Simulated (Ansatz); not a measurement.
# An extra electron or hole in glassy 66P2O5-34MgO (mol %) (153 atoms)

Does an extra electron or hole in glassy 66P2O5-34MgO (mol %) (153 atoms) stay spread out, or do the atoms trap it?

Method: Kohn-Sham DFT, PBE, PAW (set soft_2), plane waves, in Ansatz 0.2.0.

## 1. Starting point

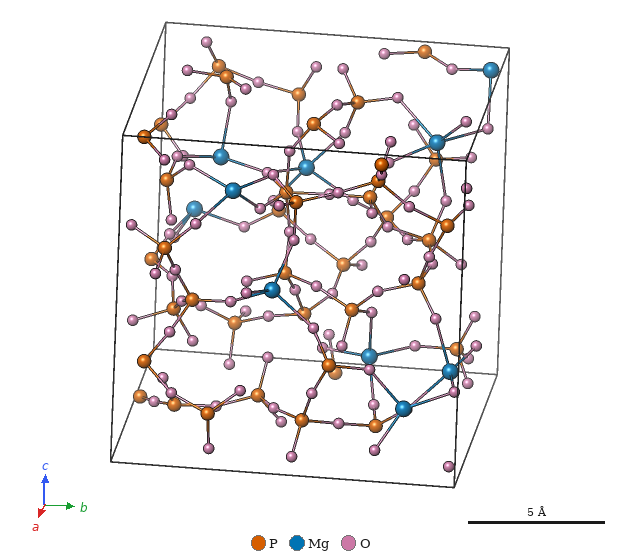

Start, viewed slightly off an axis; phosphorus orange, magnesium blue, oxygen pink. Bonds to atoms that aren't drawn are left out. Some periodic images of atoms are drawn too.

The cell holds 153 atoms: 38 P, 10 Mg and 105 O. Cell: a = 12.748 Å, b = 12.748 Å, c = 12.748 Å, α = 90.0°, β = 90.0°, γ = 90.0°. 153 atoms (38 P, 10 Mg, 105 O) placed at random at 2.44 g/cm³, melted at 4000 K for 10 ps at fixed volume with the Morse and Coulomb pair potential with partial charges (Pedone, Malavasi, Menziani, Cormack and Segre, J. Phys. Chem. B 110, 11780 (2006)). Quenched from 4000 K to 300 K at 50 K/ps and fixed volume, held 10 ps at zero pressure.

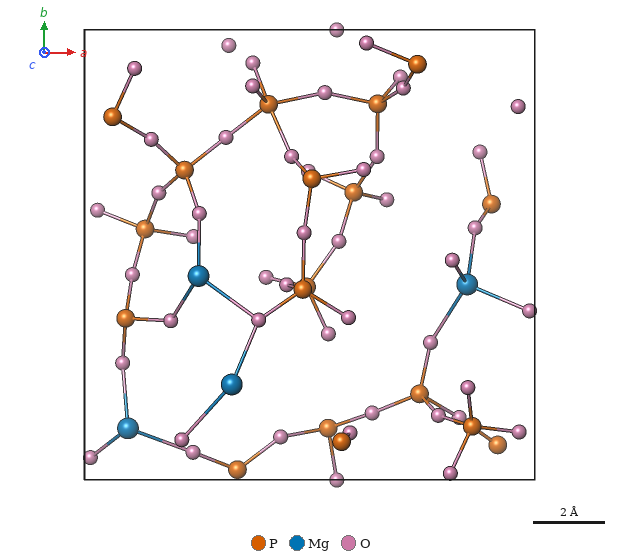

A slice 6 Å thick through the middle of the cell. Bonds to atoms that aren't drawn are left out.

What the set-up can't give: The quench rate of 50 K/ps is many orders above laboratory rates, so the cell is likely richer in defects and strain than a real sample. The network of bonds at the start is that of the classical potential that made the cell, and needn't be the one that DFT or experiment would give. Sampling is at Γ alone, for a cell whose shortest periodic width is 13 Å.

## 2. Single point at the start

The forces at the start show how far the geometry lies from a minimum of this functional.

input.yaml

```yaml
crystal:
  lattice:
    - [12.74765, 0.0, 0.0]
    - [0.0, 12.74765, 0.0]
    - [0.0, 0.0, 12.74765]
  atoms:
    - { symbol: P, position: [0.03092, 0.16226, 0.88926] }
    - { symbol: P, position: [0.53229, 0.50084, 0.91237] }
    - { symbol: P, position: [0.23228, 0.25897, 0.18056] }
    - { symbol: P, position: [0.57105, 0.0846, 0.72207] }
    - { symbol: P, position: [0.91798, 0.07735, 0.28606] }
    - { symbol: P, position: [0.65674, 0.14007, 0.06775] }
    - { symbol: P, position: [0.31716, 0.60166, 0.91208] }
    - { symbol: P, position: [0.11618, 0.54244, 0.0099] }
    - { symbol: P, position: [0.4851, 0.42281, 0.68049] }
    - { symbol: P, position: [0.90403, 0.61236, 0.31031] }
    - { symbol: P, position: [0.65139, 0.835, 0.49186] }
    - { symbol: P, position: [0.98853, 0.27518, 0.16576] }
    - { symbol: P, position: [0.13455, 0.55696, 0.3487] }
    - { symbol: P, position: [0.2223, 0.68787, 0.53355] }
    - { symbol: P, position: [0.6745, 0.72869, 0.0547] }
    - { symbol: P, position: [0.4091, 0.83383, 0.53965] }
    - { symbol: P, position: [0.9991, 0.75488, 0.96909] }
    - { symbol: P, position: [0.78686, 0.72291, 0.84336] }
    - { symbol: P, position: [0.044, 0.39876, 0.82576] }
    - { symbol: P, position: [0.50508, 0.66874, 0.69157] }
    - { symbol: P, position: [0.09146, 0.3586, 0.48464] }
    - { symbol: P, position: [0.16265, 0.01587, 0.74458] }
    - { symbol: P, position: [0.33983, 0.02251, 0.39461] }
    - { symbol: P, position: [0.4541, 0.01696, 0.01284] }
    - { symbol: P, position: [0.82607, 0.0434, 0.93852] }
    - { symbol: P, position: [0.74431, 0.19073, 0.4231] }
    - { symbol: P, position: [0.73977, 0.92292, 0.70569] }
    - { symbol: P, position: [0.33405, 0.47059, 0.25986] }
    - { symbol: P, position: [0.54128, 0.11468, 0.31978] }
    - { symbol: P, position: [0.31105, 0.91442, 0.17908] }
    - { symbol: P, position: [0.33774, 0.22061, 0.96752] }
    - { symbol: P, position: [0.49345, 0.42849, 0.43723] }
    [... 115 atom lines left out ...]
    - { symbol: O, position: [0.54171, 0.3241, 0.42031] }
    - { symbol: O, position: [0.40358, 0.44967, 0.35576] }
    - { symbol: O, position: [0.56222, 0.70836, 0.0794] }
    - { symbol: O, position: [0.62663, 0.96996, 0.7325] }
    - { symbol: O, position: [0.56047, 0.99926, 0.28161] }
    - { symbol: O, position: [0.67154, 0.62195, 0.29029] }
kpoints:
  mp_grid: { grid: [1, 1, 1] }
hamiltonian:
  xc: pbe
scf:
  occupations: { method: fixed }
output:
  forces: true
```

Command:

```sh
$ ansatz run input.yaml --threads 4 --pin off --max-ram 15872MiB --backend cpu --events-out ev --progress --plain --runs-dir out
```

Numbers of over 12 decimals in the logs are rounded to 6 here.

The program printed:

```text
[...]
Pseudopotentials: kind: paw
Pseudopotential: P, paw, valence charge 5, recommended cutoff 420 eV (normal), P.paw.azcp
Pseudopotential: Mg, paw, valence charge 10, recommended cutoff 420 eV (normal), Mg.paw.azcp
Pseudopotential: O, paw, valence charge 6, recommended cutoff 420 eV (normal), O.paw.azcp
[... 5 lines on functional and potentials left out ...]
Crystal: 153 atoms, lattice volume = 2071.526 Å³
Basis set: ecut = 420 eV, 40483 PW (Γ), exchange–correlation on 180×180×180 points (8 copies of the dense FFT grid, shifted against one another)
Bands: 613, of which v1, the nominal top of the filled ones, is band 460 counted from 1 (459 counted from 0)
Symmetry: 1 space group operations
Space group: P1 (ITA 1), of the structure as read, at distance tolerance 1.3e-4 Å
k-points: 1
[... 7 lines on functional and potentials left out ...]
Initial density: superposition of atomic densities (neutral atoms: chi_scale 0, normalization atom), corrected by the library's trained network
Initial wavefunctions: pseudopotential atomic-orbital guess
[...]
SCF iter   1: F=—  HF=-107570.580302 eV  |F-HF|=—  |Δ(HF+E_count)|=         —  Δρ=5.86e-3  dr2=1.16e0  ethr=1.77e-3  ⟨swp⟩=7.0  Hψ=2191  notcnv=0  defer=151
preconditioner: auto → Resta (q_TF=auto, 2.383 Å⁻¹)  ε∞=3.0  [insulator: Δε(μ)=1.694 eV  Ē_g=16.597 eV  n_scr=460 (ndim 8)  ℏωp=23.6 eV  f_vac=0.196  ε∞_Penn≈3.0]
SCF iter   2: F=—  HF=-107570.305613 eV  |F-HF|=—  |Δ(HF+E_count)|=   2.75e-1  Δρ=3.11e-3  dr2=2.53e-1  ethr=1.26e-4  ⟨swp⟩=3.0  Hψ=1081  notcnv=0  defer=151
SCF iter   3: F=—  HF=-107570.246640 eV  |F-HF|=—  |Δ(HF+E_count)|=   5.90e-2  Δρ=1.32e-3  dr2=7.53e-2  ethr=2.75e-5  ⟨swp⟩=4.0  Hψ=837  notcnv=0  defer=144
automatic band count: iteration 3 solves 606 bands in place of 613: the levels show a gap, and the empty bands left out lie too high to hold charge; the band table lists the bands solved (type scf.n_extra_bands for more)
SCF iter   4: F=—  HF=-107570.223797 eV  |F-HF|=—  |Δ(HF+E_count)|=   2.28e-2  Δρ=5.80e-4  dr2=8.22e-3  ethr=8.18e-6  ⟨swp⟩=3.0  Hψ=1076  notcnv=0  defer=144
SCF iter   5: F=—  HF=-107570.222648 eV  |F-HF|=—  |Δ(HF+E_count)|=   1.15e-3  Δρ=3.40e-4  dr2=2.16e-3  ethr=8.94e-7  ⟨swp⟩=3.0  Hψ=995  notcnv=0  defer=144
[...]
SCF iter  10: F=—  HF=-107570.223599 eV  |F-HF|=—  |Δ(HF+E_count)|=   3.10e-7  Δρ=3.84e-6  dr2=2.83e-7  ethr=1.41e-10  ⟨swp⟩=3.0  Hψ=1000  notcnv=0  defer=144
SCF iter  11: F=-107570.223599 eV  HF=-107570.223599 eV  |F-HF|=8.02e-9  |Δ(HF+E_count)|=   3.18e-8  Δρ=1.03e-6  dr2=2.46e-8  ethr=1.09e-11  ⟨swp⟩=6.0  Hψ=2043  notcnv=0
SCF 1 converged in 11 iterations: F = -107570.223599 eV  dr2 = 2.46e-8
[...]
SCF converged after 11 iterations
Free energy (F): -107570.223599 eV
Harris-Foulkes:  -107570.223599 eV  (|F-HF|=8.02e-9)
Internal energy: -107570.223599 eV  (E = F + TS)
E sigma→0 (E₀):  -107570.223599 eV
Fermi energy:    4.434565 eV
--- Per-component energies (eV) ---
[...]
Σ components = -107570.223599   (vs F -107570.223599, Δ=0.00e0)
--- Forces (eV/Å), atoms counted from 1 ---
  atom   1  P      0.47584563    -2.19108671     2.91471303
  atom   2  P      2.93306935     2.41068471    -4.09625778
  atom   3  P     -0.07561869    -3.36745165     0.74056418
  atom   4  P     -0.05829810     3.78897751    -2.04115696
[...]
atom 153  O      1.61924088    -0.70200757    -0.57996505
  max |Σ_I F_I| component: 2.82e-5 eV/Å
```

The job ended after 47 s (4 threads of Arm Neoverse V1, shared host; peak memory 3 GiB).

The r.m.s. force at the start is 1.7 eV/Å.

## 3. Relaxation

With the cell held, the atoms are moved downhill towards a nearby minimum.

input.yaml

```yaml
crystal:
  lattice:
    - [12.74765, 0.0, 0.0]
    - [0.0, 12.74765, 0.0]
    - [0.0, 0.0, 12.74765]
  atoms:
    [... the 153 atom lines of step 2 ...]
kpoints:
  mp_grid: { grid: [1, 1, 1] }
hamiltonian:
  xc: pbe
scf:
  occupations: { method: fixed }
output:
  forces: true
relax:
  f_tol: 0.05
  max_steps: 120
```

The program printed:

```text
[...]
Crystal: 153 atoms, lattice volume = 2071.526 Å³
Basis set: ecut = 420 eV, 40483 PW (Γ), exchange–correlation on 180×180×180 points (8 copies of the dense FFT grid, shifted against one another)
Bands: 613, of which v1, the nominal top of the filled ones, is band 460 counted from 1 (459 counted from 0)
Symmetry: 1 space group operations
[...]
k-points: 1
[...]
SCF iter   1: F=—  HF=-107570.580308 eV  |F-HF|=—  |Δ(HF+E_count)|=         —  Δρ=5.86e-3  dr2=1.16e0  ethr=1.77e-3  ⟨swp⟩=7.0  Hψ=2191  notcnv=0  defer=151
[...]
SCF iter   7: F=-107570.223569 eV  HF=-107570.223593 eV  |F-HF|=2.36e-5  |Δ(HF+E_count)|=   5.63e-5  Δρ=5.59e-5  dr2=5.94e-5  ethr=6.79e-9  ⟨swp⟩=4.0  Hψ=2489  notcnv=0
SCF 1 converged in 7 iterations: F = -107570.223569 eV  dr2 = 5.94e-5
[...]
relax step   1: F+E_penalty+E_count = -107570.22356900 eV  Δ(F+E_penalty+E_count) = +0.000e0 eV  max|allowed force component| = 8.909e0 eV/Å  Δτ_max = 0.0000 Å  (7 SCF iters, dr2 threshold 6.25e-5 eV, accepted)
[... from here on, the SCF cycles and remarks between the steps are left out ...]
relax step   2: F+E_penalty+E_count = -107578.12272392 eV  Δ(F+E_penalty+E_count) = -7.899e0 eV  max|allowed force component| = 6.626e0 eV/Å  Δτ_max = 0.1880 Å  (7 SCF iters, dr2 threshold 1.00e-4 eV, accepted)
relax step   3: F+E_penalty+E_count = -107585.56746974 eV  Δ(F+E_penalty+E_count) = -7.445e0 eV  max|allowed force component| = 2.009e0 eV/Å  Δτ_max = 0.1948 Å  (7 SCF iters, dr2 threshold 1.00e-4 eV, accepted)
relax step   4: F+E_penalty+E_count = -107587.82318395 eV  Δ(F+E_penalty+E_count) = -2.256e0 eV  max|allowed force component| = 1.402e0 eV/Å  Δτ_max = 0.1904 Å  (7 SCF iters, dr2 threshold 1.00e-4 eV, accepted)
relax step   5: F+E_penalty+E_count = -107589.38927901 eV  Δ(F+E_penalty+E_count) = -1.566e0 eV  max|allowed force component| = 7.724e-1 eV/Å  Δτ_max = 0.2000 Å  (7 SCF iters, dr2 threshold 1.00e-4 eV, accepted)
relax step   6: F+E_penalty+E_count = -107590.45567499 eV  Δ(F+E_penalty+E_count) = -1.066e0 eV  max|allowed force component| = 5.100e-1 eV/Å  Δτ_max = 0.1949 Å  (7 SCF iters, dr2 threshold 1.00e-4 eV, accepted)
relax step   7: F+E_penalty+E_count = -107590.89526515 eV  Δ(F+E_penalty+E_count) = -4.396e-1 eV  max|allowed force component| = 4.384e-1 eV/Å  Δτ_max = 0.2000 Å  (6 SCF iters, dr2 threshold 7.90e-5 eV, accepted)
relax step   8: F+E_penalty+E_count = -107591.35375844 eV  Δ(F+E_penalty+E_count) = -4.585e-1 eV  max|allowed force component| = 3.498e-1 eV/Å  Δτ_max = 0.1967 Å  (7 SCF iters, dr2 threshold 8.38e-5 eV, accepted)
relax step   9: F+E_penalty+E_count = -107591.62117546 eV  Δ(F+E_penalty+E_count) = -2.674e-1 eV  max|allowed force component| = 3.908e-1 eV/Å  Δτ_max = 0.2000 Å  (7 SCF iters, dr2 threshold 7.79e-5 eV, accepted)
relax step  10: F+E_penalty+E_count = -107591.82022165 eV  Δ(F+E_penalty+E_count) = -1.990e-1 eV  max|allowed force component| = 5.183e-1 eV/Å  Δτ_max = 0.1909 Å  (7 SCF iters, dr2 threshold 9.72e-5 eV, accepted)
relax step  11: F+E_penalty+E_count = -107592.06525149 eV  Δ(F+E_penalty+E_count) = -2.450e-1 eV  max|allowed force component| = 2.255e-1 eV/Å  Δτ_max = 0.2000 Å  (6 SCF iters, dr2 threshold 1.00e-4 eV, accepted)
relax step  12: F+E_penalty+E_count = -107592.22777361 eV  Δ(F+E_penalty+E_count) = -1.625e-1 eV  max|allowed force component| = 4.319e-1 eV/Å  Δτ_max = 0.1945 Å  (8 SCF iters, dr2 threshold 9.62e-6 eV, accepted)
relax step  13: F+E_penalty+E_count = -107592.33284721 eV  Δ(F+E_penalty+E_count) = -1.051e-1 eV  max|allowed force component| = 5.997e-1 eV/Å  Δτ_max = 0.1946 Å  (7 SCF iters, dr2 threshold 3.53e-5 eV, accepted)
relax step  14: F+E_penalty+E_count = -107592.61296264 eV  Δ(F+E_penalty+E_count) = -2.801e-1 eV  max|allowed force component| = 2.580e-1 eV/Å  Δτ_max = 0.2000 Å  (6 SCF iters, dr2 threshold 1.00e-4 eV, accepted)
relax step  15: F+E_penalty+E_count = -107592.76979526 eV  Δ(F+E_penalty+E_count) = -1.568e-1 eV  max|allowed force component| = 3.339e-1 eV/Å  Δτ_max = 0.2000 Å  (8 SCF iters, dr2 threshold 1.23e-5 eV, accepted)
relax step  16: F+E_penalty+E_count = -107592.80191177 eV  Δ(F+E_penalty+E_count) = -3.212e-2 eV  max|allowed force component| = 4.722e-1 eV/Å  Δτ_max = 0.1198 Å  (7 SCF iters, dr2 threshold 2.06e-5 eV, accepted)
relax step  17: F+E_penalty+E_count = -107592.98745392 eV  Δ(F+E_penalty+E_count) = -1.855e-1 eV  max|allowed force component| = 4.402e-1 eV/Å  Δτ_max = 0.2000 Å  (7 SCF iters, dr2 threshold 1.00e-4 eV, accepted)
relax step  18: F+E_penalty+E_count = -107593.04930937 eV  Δ(F+E_penalty+E_count) = -6.186e-2 eV  max|allowed force component| = 6.598e-1 eV/Å  Δτ_max = 0.1952 Å  (7 SCF iters, dr2 threshold 1.00e-4 eV, accepted)
relax step  19: F+E_penalty+E_count = -107593.39401953 eV  Δ(F+E_penalty+E_count) = -3.447e-1 eV  max|allowed force component| = 3.919e-1 eV/Å  Δτ_max = 0.2000 Å  (7 SCF iters, dr2 threshold 1.00e-4 eV, accepted)
relax step  20: F+E_penalty+E_count = -107593.60441685 eV  Δ(F+E_penalty+E_count) = -2.104e-1 eV  max|allowed force component| = 2.651e-1 eV/Å  Δτ_max = 0.2000 Å  (7 SCF iters, dr2 threshold 5.42e-5 eV, accepted)
relax step  21: F+E_penalty+E_count = -107593.60444833 eV  Δ(F+E_penalty+E_count) = -3.149e-5 eV  max|allowed force component| = 6.692e-1 eV/Å  Δτ_max = 0.1953 Å  (7 SCF iters, dr2 threshold 2.48e-5 eV, accepted)
relax step  22: F+E_penalty+E_count = -107593.79453563 eV  Δ(F+E_penalty+E_count) = -1.901e-1 eV  max|allowed force component| = 3.135e-1 eV/Å  Δτ_max = 0.2000 Å  (6 SCF iters, dr2 threshold 1.00e-4 eV, accepted)
relax step  23: F+E_penalty+E_count = -107593.73730114 eV  Δ(F+E_penalty+E_count) = +5.723e-2 eV  max|allowed force component| = 3.806e-1 eV/Å  Δτ_max = 0.2000 Å  (8 SCF iters, dr2 threshold 2.16e-5 eV, rejected (line search))
relax step  24: F+E_penalty+E_count = -107593.86227674 eV  Δ(F+E_penalty+E_count) = -6.774e-2 eV  max|allowed force component| = 2.252e-1 eV/Å  Δτ_max = 0.0962 Å  (11 SCF iters, accepted)
relax step  25: F+E_penalty+E_count = -107593.87763406 eV  Δ(F+E_penalty+E_count) = -1.536e-2 eV  max|allowed force component| = 1.353e-1 eV/Å  Δτ_max = 0.1000 Å  (7 SCF iters, dr2 threshold 1.11e-5 eV, accepted)
relax step  26: F+E_penalty+E_count = -107593.88576210 eV  Δ(F+E_penalty+E_count) = -8.128e-3 eV  max|allowed force component| = 9.015e-2 eV/Å  Δτ_max = 0.0226 Å  (6 SCF iters, dr2 threshold 6.60e-6 eV, accepted)
relax step  27: F+E_penalty+E_count = -107593.87103087 eV  Δ(F+E_penalty+E_count) = +1.473e-2 eV  max|allowed force component| = 2.526e-1 eV/Å  Δτ_max = 0.2000 Å  (8 SCF iters, dr2 threshold 2.93e-6 eV, rejected (line search))
relax step  28: F+E_penalty+E_count = -107593.89659873 eV  Δ(F+E_penalty+E_count) = -1.084e-2 eV  max|allowed force component| = 8.878e-2 eV/Å  Δτ_max = 0.0740 Å  (10 SCF iters, accepted)
relax step  29: F+E_penalty+E_count = -107593.89930983 eV  Δ(F+E_penalty+E_count) = -2.711e-3 eV  max|allowed force component| = 1.320e-1 eV/Å  Δτ_max = 0.0975 Å  (7 SCF iters, dr2 threshold 3.50e-6 eV, accepted)
relax step  30: F+E_penalty+E_count = -107593.74321697 eV  Δ(F+E_penalty+E_count) = +1.561e-1 eV  max|allowed force component| = 5.263e-1 eV/Å  Δτ_max = 0.1500 Å  (7 SCF iters, dr2 threshold 1.69e-5 eV, rejected (line search))
relax step  31: F+E_penalty+E_count = -107593.90616023 eV  Δ(F+E_penalty+E_count) = -6.850e-3 eV  max|allowed force component| = 5.259e-2 eV/Å  Δτ_max = 0.0299 Å  (10 SCF iters, accepted)
relax step  32: F+E_penalty+E_count = -107593.90561906 eV  Δ(F+E_penalty+E_count) = +5.412e-4 eV  max|allowed force component| = 9.243e-2 eV/Å  Δτ_max = 0.0750 Å  (9 SCF iters, rejected (line search))
relax step  33: F+E_penalty+E_count = -107593.90830358 eV  Δ(F+E_penalty+E_count) = -2.143e-3 eV  max|allowed force component| = 3.979e-2 eV/Å  Δτ_max = 0.0292 Å  (9 SCF iters, accepted)
relax step  34: F+E_penalty+E_count = -107593.90927660 eV  Δ(F+E_penalty+E_count) = -9.730e-4 eV  max|allowed force component| = 6.997e-2 eV/Å  Δτ_max = 0.0365 Å  (8 SCF iters, accepted)
relax step  35: F+E_penalty+E_count = -107593.88668278 eV  Δ(F+E_penalty+E_count) = +2.259e-2 eV  max|allowed force component| = 2.677e-1 eV/Å  Δτ_max = 0.0563 Å  (7 SCF iters, dr2 threshold 2.80e-6 eV, rejected (line search))
relax step  36: F+E_penalty+E_count = -107593.91066409 eV  Δ(F+E_penalty+E_count) = -1.387e-3 eV  max|allowed force component| = 2.081e-2 eV/Å  Δτ_max = 0.0173 Å  (9 SCF iters, accepted)
SCF converged after 9 iterations
Free energy (F): -107593.910664 eV
[...]
Internal energy: -107593.910664 eV  (E = F + TS)
E sigma→0 (E₀):  -107593.910664 eV
Fermi energy:    3.048127 eV
[...]
Σ components = -107593.910664   (vs F -107593.910664, Δ=0.00e0)
--- Forces (eV/Å), atoms counted from 1 ---
  atom   1  P     -0.00387024    -0.00411228    -0.00800268
  atom   2  P      0.00045309    -0.00150549     0.00314723
  atom   3  P      0.00242750    -0.00172973    -0.00291378
  atom   4  P     -0.00098324     0.01846363     0.00363946
[...]
atom 153  O      0.00109565     0.00125287    -0.00163393
  max |Σ_I F_I| component: 7.49e-5 eV/Å
--- Relaxed structure (36 steps of the walk, 31 accepted, 0 SCFs on fresh bases) ---
  F+E_penalty+E_count = -107593.91066409 eV   max|allowed force component| = 2.081e-2 eV/Å
  atoms:
    - { symbol: P, position: [0.019651, 0.155390, 0.907648] }
    - { symbol: P, position: [0.552754, 0.466027, 0.934708] }
    - { symbol: P, position: [0.219147, 0.281888, 0.212449] }
    - { symbol: P, position: [0.521010, 0.114352, 0.700042] }
[...]
- { symbol: O, position: [0.683853, 0.541175, 0.315012] }
```

Run time: 19 min. Hardware: 4 threads; peak memory 2.9 GiB; 73 min of CPU time.

The relaxation converged after 36 steps, 23.7 eV below its start, with a largest force component of 0.021 eV/Å.

(Continued in part 2 of 4.)

[Logs are printed without paths, hosts, clocks, repeated set-up lines and the standing remarks that a program may print on its own settings, such as how far it seeks lower states.]

[Hosts, paths, dates, database ids (printed as entryN), source tags and the programs' standing remarks are cut or masked in the printed files.]
